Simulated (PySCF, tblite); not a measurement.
**CH2O2, a cluster model of a defect: NMR shifts, core binding energies and electronic excitations**

What NMR shifts, core binding energies and electronic excitations should one expect for `O[C]O`? It is drawn as: twofold C.

Programs: tblite 0.8.0 and PySCF 2.14.0. All values are calculated, for the isolated system unless a continuum is named. Atoms count from 0, parts from 1.

### Step 1. Starting point

5 atoms, charge 0, multiplicity 1; geometry: distance geometry start.

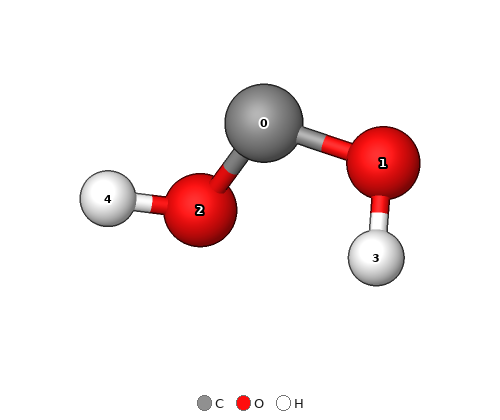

The starting geometry (carbon grey, oxygen red, hydrogen white), atoms numbered.

### Step 2. Relaxing the cluster with GFN2-xTB

Job settings and geometry (Å):

```
{"job": {"kind": "relax", "xc": "GFN2-xTB", "basis": "xTB"}, "charge": 0, "multiplicity": 1}
C      0.134542    -0.708827    -0.243919
O      1.294317    -0.048489    -0.486588
O     -0.798953     0.113155     0.387882
H      1.034026     0.871377    -0.872310
H     -1.691713    -0.248401     0.103784
```

Level: GFN2-xTB geometry optimisation, gas phase.

Command:

```console
$ OMP_NUM_THREADS=1 python cluster_run.py task.json out
```

One launch serves the whole session: the jobs run in the order shown.

The program printed:

```text
step      E/eV     max force
  0    -304.25577    3.191
  1    -304.53351    1.579
  2    -304.69287    1.550
  3    -304.92614    2.052
  4    -304.99816    1.107
  5    -305.03315    0.632
  6    -305.06379    0.463
  7    -305.08071    0.576
  8    -305.09642    0.452
  9    -305.10999    0.355
 10    -305.11933    0.260
 11    -305.12152    0.128
 12    -305.12220    0.127
 13    -305.12284    0.070
 14    -305.12310    0.053
 15    -305.12321    0.036
 16    -305.12324    0.019
 17    -305.12326    0.012
 18    -305.12327    0.011
 19    -305.12327    0.012
 20    -305.12328    0.015
 21    -305.12329    0.011
 22    -305.12330    0.004
```

It took 0.07 s on 1 thread of Arm Neoverse V1, shared host.

Step by step:

```csv
step,energy from step 0 (eV),largest force (eV/Å)
0,0.0000,3.1914
1,-0.2777,1.5792
2,-0.4371,1.5496
3,-0.6704,2.0514
4,-0.7424,1.1063
5,-0.7774,0.6314
6,-0.8080,0.4624
7,-0.8249,0.5765
8,-0.8407,0.4518
9,-0.8542,0.3552
10,-0.8636,0.2603
11,-0.8657,0.1273
12,-0.8664,0.1273
13,-0.8671,0.0702
14,-0.8673,0.0530
15,-0.8674,0.0356
16,-0.8675,0.0195
17,-0.8675,0.0123
18,-0.8675,0.0112
19,-0.8675,0.0114
20,-0.8675,0.0144
21,-0.8675,0.0110
22,-0.8675,0.0046
```

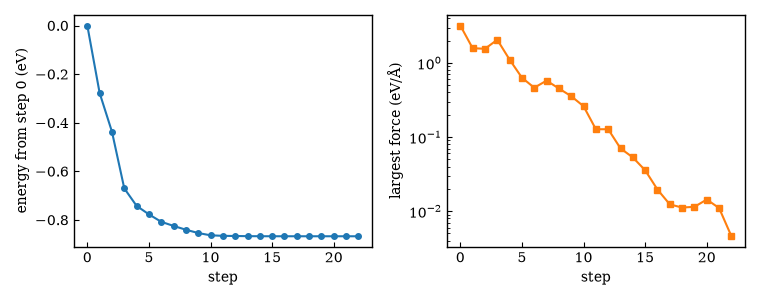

Energy and force, step by step.

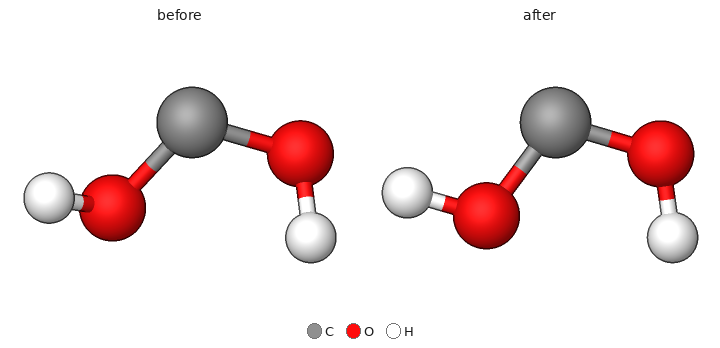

The geometry before (left) and after (right).

Close pairs (by a distance rule), those that changed most:

```csv
bond,before (Å),after (Å),change (Å)
C0–O1,1.356,1.285,-0.072
O1–H3,1.031,0.982,-0.049
C0–O2,1.395,1.353,-0.042
O2–H4,1.004,0.964,-0.041
```

### Step 3. Geometry optimisation at PBE0-D3(BJ)/def2-SVP

Job settings and geometry (Å):

```
{"job": {"xc": "PBE0", "basis": "def2-SVP", "d3": "d3bj", "grid": 2, "kind": "geom", "shake": 0.01}, "charge": 0, "multiplicity": 1}
C      0.186282    -0.726075     0.040219
O      1.206060    -0.082591    -0.377264
O     -0.866061     0.170738     0.237949
H      1.134785     0.896159    -0.466802
H     -1.636118    -0.295056     0.545193
```

The program printed:

```text
step   0  E = -189.33867379  max force = 0.052894
step   1  E = -189.34284097  max force = 0.015483
step   2  E = -189.34394068  max force = 0.013331
step   3  E = -189.34400554  max force = 0.006419
step   4  E = -189.34454079  max force = 0.001595
step   5  E = -189.34455540  max force = 0.000548
step   6  E = -189.34455734  max force = 0.000238
optimisation converged
```

Run time: 6.8 s. Hardware: 1 thread of Arm Neoverse V1, shared host; peak memory 0.3 GiB.

Along the way:

```csv
step,energy from step 0 (eV),largest force component (eV/Å)
0,0.0000,2.7199
1,-0.1134,0.7962
2,-0.1433,0.6855
3,-0.1451,0.3301
4,-0.1596,0.0820
5,-0.1600,0.0282
6,-0.1601,0.0122
```

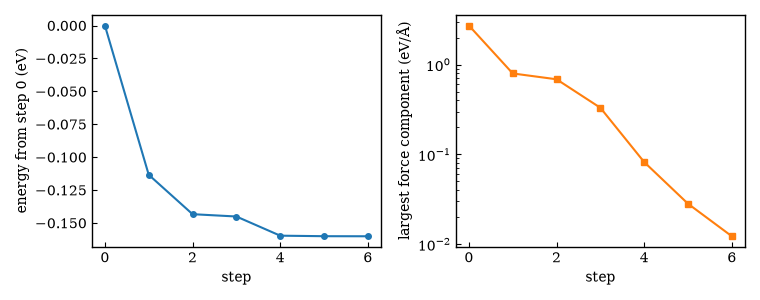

Energy and largest force along the relaxation.

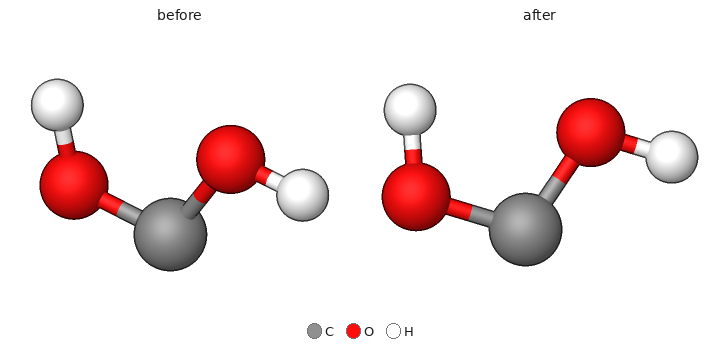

Before and after, at one scale.

Distances of close pairs at the start and the end, largest changes first:

```csv
bond,before (Å),after (Å),change (Å)
C0–O2,1.397,1.326,-0.071
C0–O1,1.276,1.301,+0.025
O2–H4,0.951,0.965,+0.014
O1–H3,0.985,0.983,-0.003
```

The end geometry stands in the next job.

```csv
at the end point,value
point group (found at 0.08 Å tolerance),Cs
"rotational constants (GHz, main isotopes)","75.777, 12.650, 10.840"
dipole moment (D),2.67
```

### Step 4. Shielding tensors: PBE0/pcSseg-2

Job settings and geometry (Å):

```
{"job": {"kind": "nmr", "xc": "PBE0", "basis": "pcSseg-2"}, "charge": 0, "multiplicity": 1}
C     -0.054168    -0.711135    -0.185248
O      0.679366    -0.104889    -1.072703
O     -0.415542     0.191558     0.716353
H      0.771957     0.848589    -0.853861
H     -0.956748    -0.260901     1.374981
```

With the program's defaults for keys left out, this is: GIAO PBE0/pcSseg-2 NMR shielding, non-relativistic, gas phase.

The program printed:

```text
coarse grid: 4504 points
cycle   1  E = -189.4947277361  dE =  4.722e-01  |g| = 7.056e-01  |ddm| = 1.522e+00
cycle   2  E = -189.4023791708  dE =  9.235e-02  |g| = 1.018e+00  |ddm| = 7.027e-01
cycle   3  E = -189.5770716361  dE = -1.747e-01  |g| = 8.304e-02  |ddm| = 4.189e-01
cycle   4  E = -189.5784414532  dE = -1.370e-03  |g| = 2.485e-02  |ddm| = 6.845e-02
cycle   5  E = -189.5785599368  dE = -1.185e-04  |g| = 9.287e-03  |ddm| = 2.093e-02
cycle   6  E = -189.5785720685  dE = -1.213e-05  |g| = 4.060e-03  |ddm| = 5.516e-03
cycle   7  E = -189.5785750102  dE = -2.942e-06  |g| = 3.964e-04  |ddm| = 1.942e-03
final grid: 44368 points
cycle   8  E = -189.5710237158  dE = -4.240e-05  |g| = 6.518e-03  |ddm| = 1.351e-02
cycle   9  E = -189.5710143064  dE =  9.409e-06  |g| = 9.683e-03  |ddm| = 6.618e-03
cycle  10  E = -189.5710309222  dE = -1.662e-05  |g| = 4.435e-04  |ddm| = 4.070e-03
cycle  11  E = -189.5710309495  dE = -2.731e-08  |g| = 1.744e-04  |ddm| = 3.363e-04
cycle  12  E = -189.5710309561  dE = -6.550e-09  |g| = 2.658e-05  |ddm| = 1.346e-04
cycle  13  E = -189.5710309562  dE = -8.475e-11  |g| = 1.732e-05  |ddm| = 2.117e-05
converged SCF energy = -189.5710309562

GIAO shielding tensors (ppm)
atom      isotropic    diamagn.    paramagn.     s11        s22        s33       span
  0 C     -115.645     246.679    -362.324   -404.980    -28.637     86.681    491.661
  1 O       51.023     386.848    -335.826   -145.066    140.131    158.003    303.068
  2 O       20.527     391.463    -370.936   -257.619    145.397    173.804    431.423
  3 H       23.458      30.896      -7.438     18.953     23.172     28.250      9.297
  4 H       22.383      31.103      -8.720     19.974     21.390     25.785      5.811
```

Run time: 6 s. Hardware: 1 thread of Arm Neoverse V1, shared host; peak memory 0.47 GiB.

The references, computed at this level on geometries of the same kind, shield at (ppm): ¹H TMS 31.25, ¹³C TMS 184.1, ¹⁷O H2O 328.2. Their shielding less the atom's gives the shift. The references are single molecules in the gas phase, so shifts against H2O, NH3, PH3, H3PO4 or CFCl3 are not on the usual liquid scales and can be off by tens of ppm.

```csv
atoms,environment,σ (ppm),δ (ppm)
C0,carbon bonded to 2 O,-115.6,299.8
H4,hydrogen on an oxygen bonded to C,22.38,8.86
H3,hydrogen on an oxygen bonded to C,23.46,7.79
O2,"oxygen bonded to C, H",20.5,307.6
O1,"oxygen bonded to C, H",51.0,277.1
```

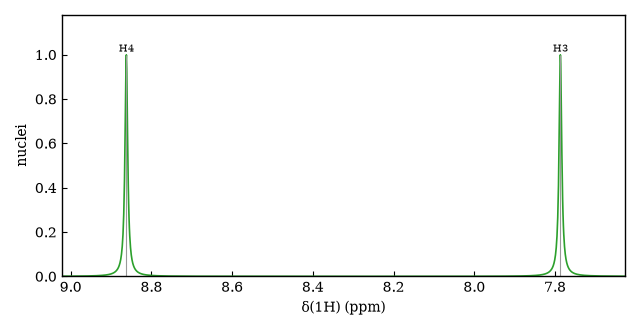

¹H lines at the computed shifts, without couplings. Lines are broadened to a width of 0.01 ppm (Lorentzian).

The run also stored atomic charges by several schemes (e):

```csv
atoms,Mulliken,IAO,Hirshfeld,ESP fit
C0,0.13,0.13,-0.03,-0.29
O1,-0.26,-0.40,-0.16,-0.21
O2,-0.30,-0.46,-0.17,-0.24
```

Hirshfeld charges:

```csv
atom,value (e)
C0,-0.03
O1,-0.16
O2,-0.17
H3,0.17
H4,0.19
```

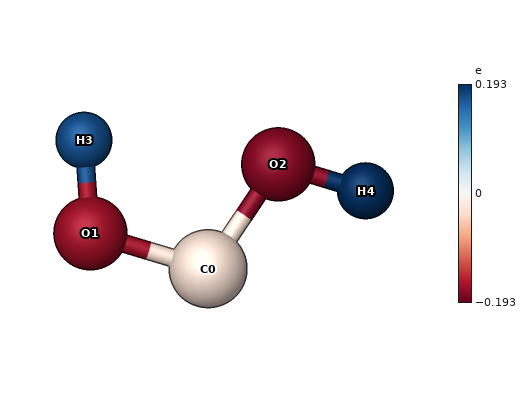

Hirshfeld charges, as colours on the atoms.

Mayer bond orders: C0–O1 1.27, C0–O2 1.13.

Orbitals, density, ELF and potential are computed afterwards from the orbital file.

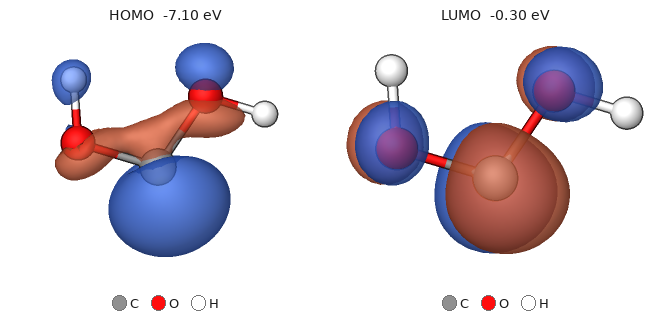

Frontier orbitals at PBE0/pcSseg-2; each surface holds 70 % of the orbital's density, blue and red mark the sign.

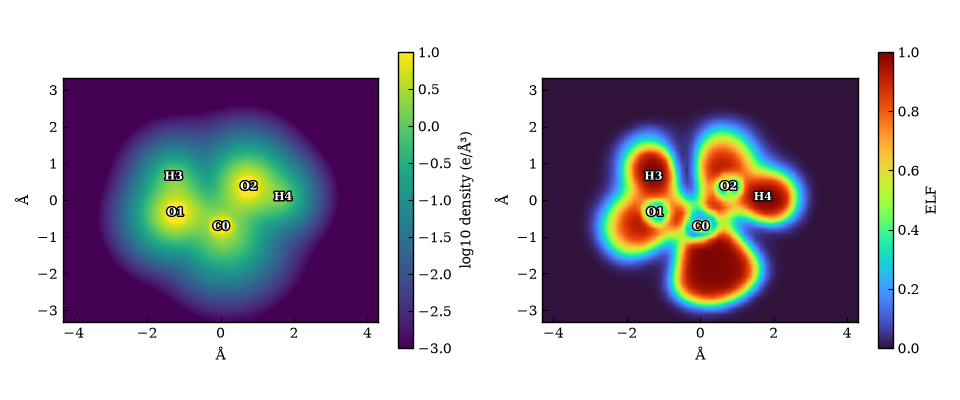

Density (left) and ELF (right) in a plane through or near 5 of the atoms.

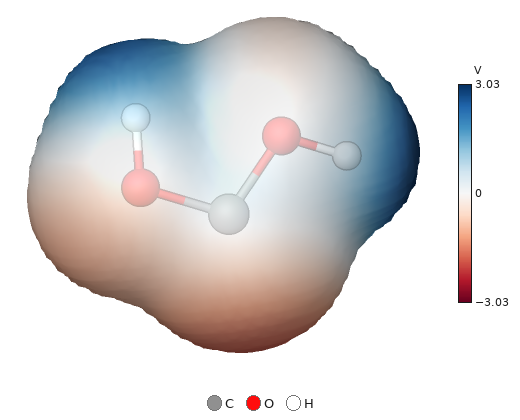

Electrostatic potential on the surface of density 0.002 e/bohr³; red is low, blue high. It runs from -1.80 V near C0 to 3.03 V near H4.

### Step 5. Core-electron binding energies: SCAN, X2C

The job, as its differences from that of step 4:

```diff
@@ -1,2 +1,2 @@
-{"job": {"kind": "nmr", "xc": "PBE0", "basis": "pcSseg-2"}, "charge": 0, "multiplicity": 1}
+{"job": {"kind": "xps", "holes": 5}, "charge": 0, "multiplicity": 1}
 C     -0.054168    -0.711135    -0.185248
```

With the program's defaults for keys left out, this is: delta-SCF UKS SCAN, pcX-2 on the ionised atom, pcseg-1 elsewhere, spin-free X2C.

The program printed:

```text
ground state, core basis on atom 0 (C), 83 functions
  cycle   1  E = -189.64776480  |g| = 6.49e-01
  cycle   2  E = -189.51554096  |g| = 1.07e+00
  cycle   3  E = -189.71862749  |g| = 1.27e-01
  cycle   4  E = -189.72219743  |g| = 3.94e-02
  cycle   5  E = -189.72245082  |g| = 1.94e-02
  cycle   6  E = -189.72251600  |g| = 6.79e-03
  cycle   7  E = -189.72252350  |g| = 7.41e-04
  cycle   8  E = -189.72252412  |g| = 1.56e-04
  E(ground) = -189.72974566 Eh
hole in C 1s of atom 0
  cycle   1  E = -178.38445396  |g| = 1.47e+00
  cycle   2  E = -177.14772830  |g| = 2.21e+00
  cycle   3  E = -178.70111617  |g| = 7.30e-01
  cycle   4  E = -178.88142906  |g| = 2.43e-01
  cycle   5  E = -178.89876926  |g| = 8.88e-02
  cycle   6  E = -178.89883006  |g| = 8.95e-02
  cycle   7  E = -178.90219414  |g| = 8.10e-03
  cycle   8  E = -178.90227012  |g| = 3.76e-03
  cycle   9  E = -178.90230004  |g| = 1.57e-03
  cycle  10  E = -178.90230427  |g| = 3.58e-04
  E(ion) = -178.90829692 Eh   <S^2> = 0.7893   hole on atom = 1.000   binding energy = 294.467 eV
ground state, core basis on atom 1 (O), 83 functions
  cycle   1  E = -189.74631196  |g| = 9.97e-02
  cycle   2  E = -189.74518966  |g| = 8.88e-02
  cycle   3  E = -189.74574453  |g| = 6.92e-02
  cycle   4  E = -189.74661763  |g| = 5.36e-03
  cycle   5  E = -189.74662283  |g| = 1.23e-03
  cycle   6  E = -189.74662284  |g| = 3.85e-04
  E(ground) = -189.75162034 Eh
hole in O 1s of atom 1
  cycle   1  E = -169.08142494  |g| = 2.21e+00
  cycle   2  E = -168.50848770  |g| = 2.27e+00
  cycle   3  E = -169.71481715  |g| = 6.66e-01
  cycle   4  E = -169.73424988  |g| = 6.04e-01
  cycle   5  E = -169.87280536  |g| = 8.00e-02
  cycle   6  E = -169.87531399  |g| = 2.44e-02
  cycle   7  E = -169.87559699  |g| = 3.83e-03
  cycle   8  E = -169.87560307  |g| = 1.07e-03
  cycle   9  E = -169.87560353  |g| = 3.06e-04
  E(ion) = -169.88130649 Eh   <S^2> = 0.7626   hole on atom = 1.000   binding energy = 540.699 eV
ground state, core basis on atom 2 (O), 83 functions
  cycle   1  E = -189.74525600  |g| = 1.27e-01
  cycle   2  E = -189.73950636  |g| = 1.96e-01
  cycle   3  E = -189.74632064  |g| = 4.48e-02
  cycle   4  E = -189.74666768  |g| = 1.33e-02
  cycle   5  E = -189.74669829  |g| = 1.23e-03
  cycle   6  E = -189.74669841  |g| = 2.52e-04
  E(ground) = -189.75127910 Eh
hole in O 1s of atom 2
  cycle   1  E = -169.07600136  |g| = 2.22e+00
  cycle   2  E = -168.49156998  |g| = 2.28e+00
  cycle   3  E = -169.71818471  |g| = 6.59e-01
  cycle   4  E = -169.72651965  |g| = 6.16e-01
  cycle   5  E = -169.87120569  |g| = 8.02e-02
  cycle   6  E = -169.87384012  |g| = 2.68e-02
  cycle   7  E = -169.87419359  |g| = 3.23e-03
  cycle   8  E = -169.87419903  |g| = 1.03e-03
  cycle   9  E = -169.87420011  |g| = 4.63e-04
  E(ion) = -169.87944072 Eh   <S^2> = 0.7633   hole on atom = 1.000   binding energy = 540.740 eV
```

It took 4.4 s on 1 thread of Arm Neoverse V1, shared host; peak memory 0.3 GiB.

The holes in one table. −ε is the ground-state orbital energy:

```csv
hole,stands for,environment,ΔSCF (eV),−ε (eV),⟨S²⟩
C1s on C0,C0,carbon bonded to 2 O,294.47,276.1,0.789
O1s on O1,O1,"oxygen bonded to C, H",540.70,518.3,0.763
O1s on O2,O2,"oxygen bonded to C, H",540.74,518.5,0.763
```

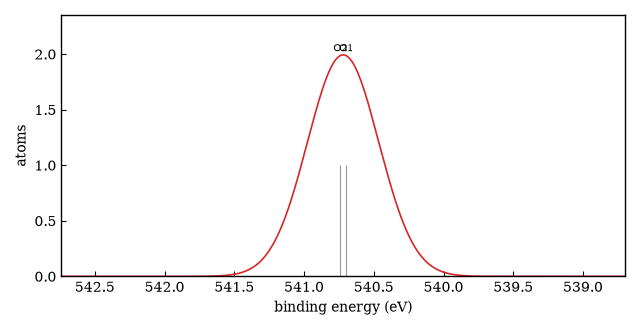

The O1s photoelectron lines, weighted by the number of atoms. Lines are broadened to a width of 0.60 eV (Gaussian).

### Step 6. Excited states and response: CAM-B3LYP/def2-SVPD

The job, as its differences from that of step 5:

```diff
@@ -1,2 +1,2 @@
-{"job": {"kind": "xps", "holes": 5}, "charge": 0, "multiplicity": 1}
+{"job": {"kind": "uv", "xc": "CAM-B3LYP", "basis": "def2-SVPD", "nstates": 6, "ntriplets": 2, "ip": true}, "charge": 0, "multiplicity": 1}
 C     -0.054168    -0.711135    -0.185248
```

Level: TDDFT CAM-B3LYP/def2-SVPD, vertical, gas phase, core orbitals frozen in the response.

The program printed:

```text
coarse grid: 4504 points
cycle   1  E = -189.3765212419  dE =  4.440e-01  |g| = 6.651e-01  |ddm| = 2.417e+00
cycle   2  E = -189.3438404140  dE =  3.268e-02  |g| = 8.138e-01  |ddm| = 9.730e-01
cycle   3  E = -189.4589199067  dE = -1.151e-01  |g| = 5.096e-02  |ddm| = 5.219e-01
cycle   4  E = -189.4594495628  dE = -5.297e-04  |g| = 1.092e-02  |ddm| = 5.783e-02
cycle   5  E = -189.4594752650  dE = -2.570e-05  |g| = 7.174e-03  |ddm| = 3.430e-02
cycle   6  E = -189.4594846772  dE = -9.412e-06  |g| = 2.208e-03  |ddm| = 6.771e-03
final grid: 44368 points
cycle   7  E = -189.5010239074  dE = -1.319e-05  |g| = 3.199e-03  |ddm| = 1.819e-02
cycle   8  E = -189.5010220399  dE =  1.868e-06  |g| = 4.597e-03  |ddm| = 4.536e-03
cycle   9  E = -189.5010257704  dE = -3.731e-06  |g| = 1.301e-04  |ddm| = 2.750e-03
cycle  10  E = -189.5010257765  dE = -6.050e-09  |g| = 3.554e-05  |ddm| = 1.924e-04
cycle  11  E = -189.5010257768  dE = -3.199e-10  |g| = 2.149e-05  |ddm| = 6.320e-05
converged SCF energy = -189.5010257768

Static polarisability (au): isotropic 24.892, principal 19.645 25.325 29.705

Singlet excitations
state   eV       nm        f      main configurations
  1   5.0214    246.9   0.02478   H->L 0.99
  2   6.4866    191.1   0.01351   H->L+1 0.87, H->L+2 0.10
  3   7.1743    172.8   0.13281   H->L+2 0.86, H->L+1 0.10
  4   8.4811    146.2   0.09246   H->L+4 0.99
  5   8.7288    142.0   0.12883   H->L+3 0.80, H-1->L 0.12
  6   8.9852    138.0   0.14677   H-1->L 0.76, H->L+3 0.13

Triplet excitations (Tamm-Dancoff, eV): 3.0151 6.0802
Vertical ionisation energy (delta-SCF) = 10.0439 eV
```

It took 4.9 s on 1 thread of Arm Neoverse V1, shared host; peak memory 0.36 GiB.

The orbitals next to the gap, with their largest atomic shares:

```csv
orbital,eV,atoms
HOMO−3,-14.76,"O2 38 %, O1 35 %, C0 22 %"
HOMO−2,-13.27,"O1 68 %, O2 18 %, C0 6 %"
HOMO−1,-11.96,"O1 46 %, O2 43 %, C0 7 %"
HOMO,-8.65,"C0 62 %, O2 18 %, O1 14 %"
LUMO,0.85,"C0 57 %, O1 21 %, O2 20 %"
LUMO+1,1.00,"O2 40 %, H4 24 %, C0 16 %"
LUMO+2,1.48,"O2 33 %, O1 33 %, H3 24 %"
```

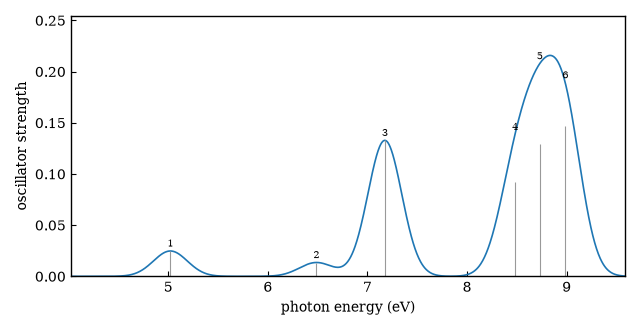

Absorption spectrum from the 6 singlet states computed; above the last one it falls off for lack of states. Lines are broadened to a width of 0.40 eV (Gaussian).

Further results of this job:

```csv
property,computed
dipole moment (D),2.56
polarisability (Å³),3.69
HOMO–LUMO gap (eV),9.50
−ε(HOMO) (eV),8.65
```

### Step 7. Summary of results

| quantity | value |
| --- | --- |
| point group | Cs |
| rotational constants (main isotopes) | 75.78, 12.65, 10.84 GHz |
| ¹³C shifts against TMS (PBE0/pcSseg-2) | 299.8 ppm |
| ¹H shifts against TMS (PBE0/pcSseg-2) | 8.86, 7.79 ppm |
| ¹⁷O shifts against H2O (PBE0/pcSseg-2) | 307.6, 277.1 ppm |
| surface potential, least and greatest | -1.80 V and 3.03 V |
| O1s binding energies, SCAN/pcX-2 | O2 540.74, O1 540.70 eV |
| C1s binding energies, SCAN/pcX-2 | C0 294.47 eV |
| lowest singlet (CAM-B3LYP/def2-SVPD) | 5.02 eV (247 nm), f = 0.025 |
| brightest single state of those computed | state 6, 8.99 eV, f = 0.147 |
| lowest triplet | 3.02 eV |
| vertical ionisation energy (ΔSCF) | 10.04 eV |

Over 6 steps the energy fell by 0.160 eV; of the close pairs, C0–O2 changed most, 1.397 to 1.326 Å (PBE0/def2-SVP). At PBE0/pcSseg-2: The largest span, 492 ppm, is at C0, where the paramagnetic term is -362 ppm. The O1s levels computed lie within 0.04 eV of one another, too close to rank. The lowest singlet, at 5.02 eV, is HOMO→LUMO 0.99 and is weak; of the 6 states computed, the strongest absorption comes from state 6 at 8.99 eV (the last computed, so partners may be missing). The lowest triplet lies 2.01 eV below the lowest singlet (triplets in Tamm-Dancoff, singlets in full TDDFT). ΔSCF puts the ionisation energy at 10.04 eV, 1.40 eV above −ε(HOMO).
